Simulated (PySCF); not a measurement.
# C3H3F2N (CH3CF2CN): the cost of one run

Programs: PySCF 2.14.0, with density-fitted response routines of our own. Each step states its level of theory. These are calculated values for one molecule in the gas phase, unless marked as measured. Atoms are numbered from 0 throughout.

### Step 1. The molecule as given

9 atoms, charge 0, multiplicity 1; geometry from: MMFF94s. The atoms were then displaced at random by about 0.03 Å, so the start is not that level's minimum.

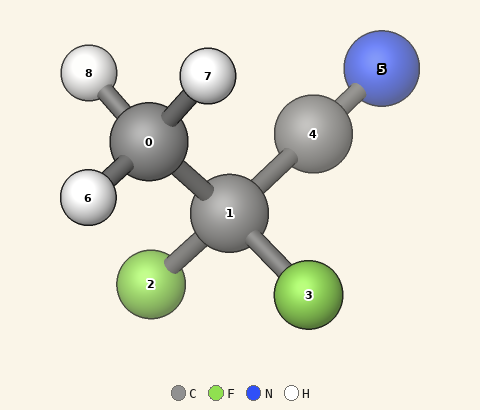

The starting geometry (carbon grey, fluorine green, nitrogen blue, hydrogen white), atoms numbered; sticks join atoms by distance.

### Step 2. Relaxing the molecule at PBE0-D3(BJ)/def2-SVP

Job settings and geometry (Å):

```
{"job": {"xc": "PBE0", "basis": "def2-SVP", "d3": "d3bj", "grid": 1, "shake": 0.03, "kind": "geom"}, "charge": 0, "multiplicity": 1}
C     -0.940520     0.091340    -0.011340
C      0.363290    -0.394730     0.247180
F      0.359700    -1.694980    -0.149490
F      0.701280    -0.355900     1.585630
C      1.427490     0.351750    -0.469560
N      2.240250     0.999290    -1.003530
H     -1.725430    -0.427720     0.510660
H     -1.046680     1.222160     0.298220
H     -1.246630     0.139350    -1.033420
```

Command:

```bash
$ OMP_NUM_THREADS=1 python probes_run.py task.json out
```

This one command runs all jobs of the session in turn.

**Question.** How long does this first job take on 1 thread of Arm Neoverse V1, shared host, and how much memory does it need?

About 24 s, with a peak of 0.4 GiB.
